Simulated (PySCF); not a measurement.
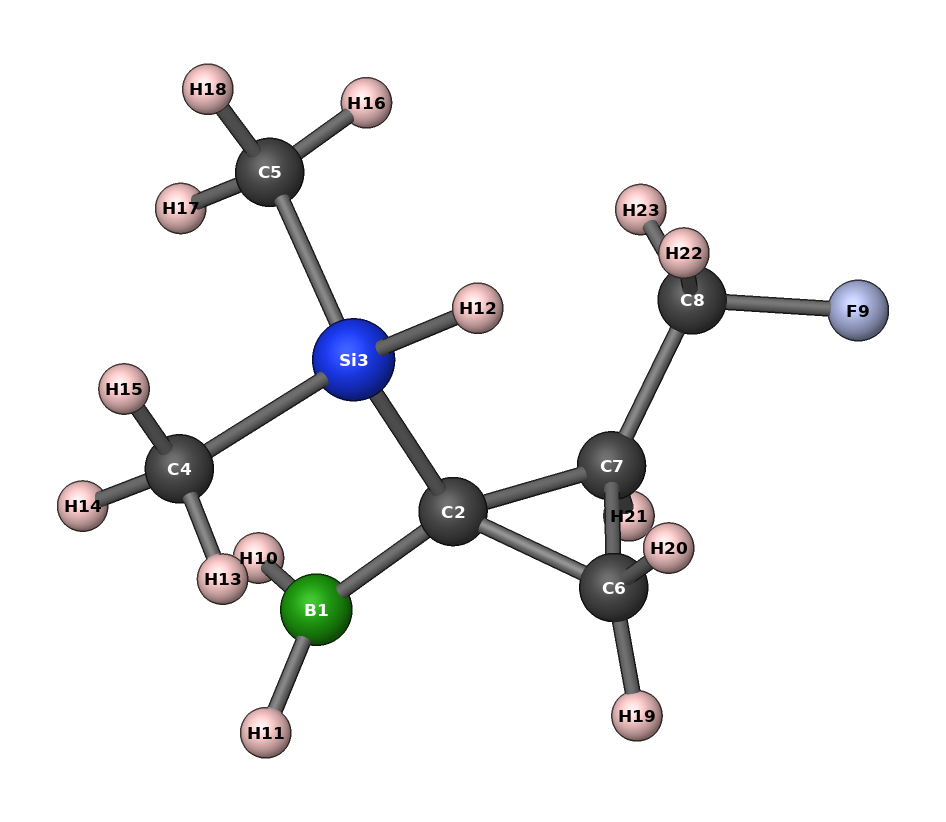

The questions are on isotropic NMR shieldings of the C atoms. Computed geometry: GFN2-xTB optimisation. No frequency run is at hand to confirm it as a minimum. Level of theory: GIAO PBE0/pcSseg-1 NMR shielding, non-relativistic, gas phase (PySCF 2.14.0).

Which C atom is the most shielded (lowest chemical shift)?

Answer. C4 (188.4 ppm).

Which C atom is the least shielded (highest chemical shift)?

Answer. C8 (96.9 ppm).

How wide is the range of C shifts?

Answer. 91.5 ppm.

Give the isotropic NMR shieldings of the C atoms atom by atom.

```tsv
atom	σ (ppm)
C2	161.4
C4	188.4
C5	186.5
C6	163.5
C7	160.0
C8	96.9
```

The geometry is semi-empirical. Around B, Si such bond lengths and angles can be off by a tenth of an ångström or more and by several degrees, and values that hang on the shape move with them.
